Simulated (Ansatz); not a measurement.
| atom | x (Å) | y (Å) | z (Å) |
| --- | --- | --- | --- |
| W | -0.2095 | -0.1421 | -0.1055 |
| F | -0.5067 | -0.4318 | 2.5553 |
| H | 0.9935 | 0.5198 | 0.9092 |
| H | 0.6538 | 1.1624 | -0.7338 |
| O | -1.9715 | 0.2639 | 0.3036 |
| H | -2.2885 | 0.2423 | 1.2209 |
| Cl | 0.5810 | -2.2903 | -0.1092 |
| H | -0.0961 | -0.0383 | -1.7707 |
| H | 0.3469 | -0.0822 | 2.3738 |

Core potentials replace the inner electrons of W.

All numbers below come from Ansatz, UKS PBE0-D4/def2-SVP.

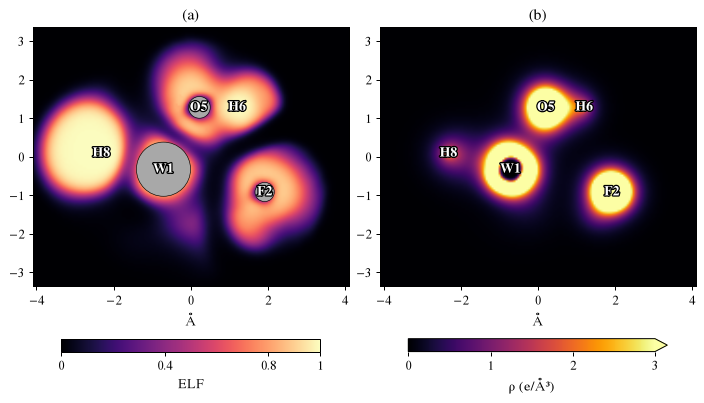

ClH4OW···HF (doublet). (a) ELF; (b) electron density on the plane of atoms O5, W1 and H8. Grey discs cover the atomic cores in the ELF map.

> Interpret the plot.

Atoms in the plane: W, F, O and H.
W1···F2 (2.69 Å): the density falls to about 0.14 e/Å³ on the way; the ELF dips to about 0.05 between them.
W–O (1.85 Å): ρ is about 1.2 e/Å³ halfway; the ELF peaks at about 0.85 in the valence shell of O, 0.5 Å from its nucleus, and drops to about 0.25 between the two atoms.
O–H (0.97 Å): ρ at the midpoint is about 3.6 e/Å³; the ELF climbs to about 1 towards the hydrogen, as it does in any bond to H; a covalent bond by its length.
W–H (1.67 Å): ρ at the midpoint is about 1.6 e/Å³; the ELF climbs to about 1 towards the hydrogen.
The ELF also peaks beside F2, away from the bonds: non-bonding electrons, paired or unpaired.
